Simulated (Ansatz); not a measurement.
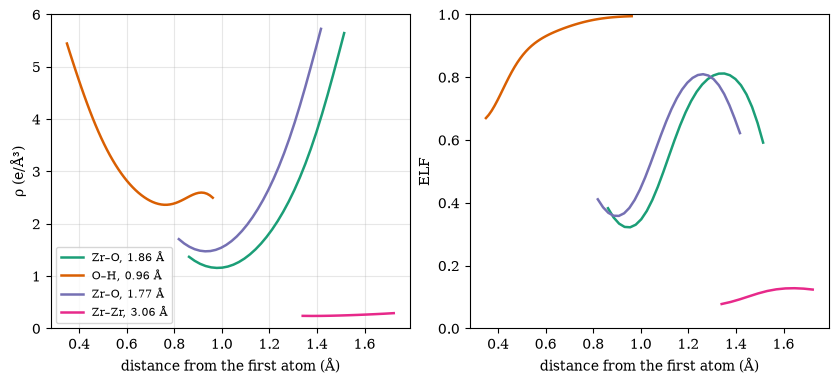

Figure. H2O5Zr2. Electron density and electron localisation function along straight lines between neighbouring atoms. The curves leave out the atomic cores.

Geometry: B3LYP-D4/def2-SVP; core potentials replace the inner electrons of Zr.

These are results of Ansatz 0.2.0, RKS PBE0-D4/def2-TZVP, not measurements.

```yaml
atoms:
  - { symbol: Zr, position_ang: [0.1991, -1.2195, -0.0804] }
  - { symbol: Zr, position_ang: [0.1932, 1.8390, -0.2360] }
  - { symbol: O, position_ang: [-0.5460, 0.4543, -1.2406] }
  - { symbol: O, position_ang: [0.9889, 0.5646, 0.8667] }
  - { symbol: O, position_ang: [1.5018, -2.4276, -0.9680] }
  - { symbol: O, position_ang: [-1.0608, -2.0123, 0.8787] }
  - { symbol: O, position_ang: [-1.0937, 3.0034, 0.6407] }
  - { symbol: H, position_ang: [-1.8633, 3.1673, 1.1935] }
  - { symbol: H, position_ang: [1.6808, -3.3692, -1.0547] }
```

Q: What can be read from the curves?

A: Zr–O (1.86 Å): the density is about 1.2 e/Å³ at the midpoint; the ELF peaks at about 0.80 in the valence shell of O, 0.5 Å from its nucleus, and drops to about 0.30 between the two atoms.
O–H (0.96 Å): ρ is about 3.8 e/Å³ halfway; the ELF climbs to about 1 towards the hydrogen, as it does in any bond to H (a covalent bond by its length).
Zr–O (1.77 Å): ρ is about 1.5 e/Å³ halfway; the ELF peaks at about 0.80 in the valence shell of O, 0.5 Å from its nucleus, and drops to about 0.35 between the two atoms.
Zr–Zr (3.06 Å): the density is about 0.25 e/Å³ at the midpoint; the ELF is about 0.10 at the midpoint.
